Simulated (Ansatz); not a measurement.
Electronic density of states of amorphous Ga$_{24}$O$_{39}$Y$_{2}$, density 5.01 g/cm³, on a 2×2×2 Γ-centred mesh with a Gaussian width of 0.1 eV; energies count from the Fermi level, whose place inside the gap is arbitrary. Cell and mesh are small, so fine structure isn't converged. Computed with PBE, scalar-relativistic without spin-orbit coupling (plane waves to 420 eV, PAW; Ansatz, a first-principles code). Sampling: a 2×2×2 Γ-centred mesh; Fermi-Dirac width 0.02 eV; no spin polarisation. At PBE the levels at the filled edge of the gap are localised (band-tail or defect states), and the nearest spread-out levels lie 2.2 eV apart at the zone centre.

A CHGNet melt-quench gave the starting glass, which DFT then relaxed. O atoms were pushed apart under 1.9 Å during the dynamics, to hinder bonds among them. The hot cell started wider than the set density and was brought back towards it in steps. It is the lowest in DFT energy of 2 quenches. It is a model cell: composition and starting density were chosen by hand, and all elements were melted together. No dispersion term was used. Its density started from a set value of 5.01 and ended at 5.01 g/cm³. The simulated quench (nominally 280 K/ps over its main leg) is rapid and tends to freeze in more defects than a deposited or slowly cooled glass has. A cell of this size samples the disorder only roughly. The volume was held where the preparation left it and the shape relaxed, at a PBE pressure of 0.9 GPa. Stress components on the final sampling reach 1.0 GPa.

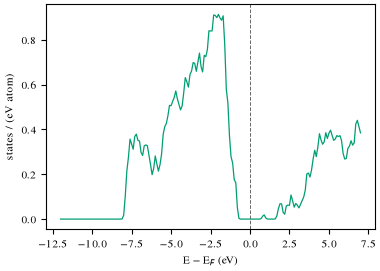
Figure: Density of states per atom

The level gap on this mesh is 1.77 eV; the broadening fills part of it in the curve.
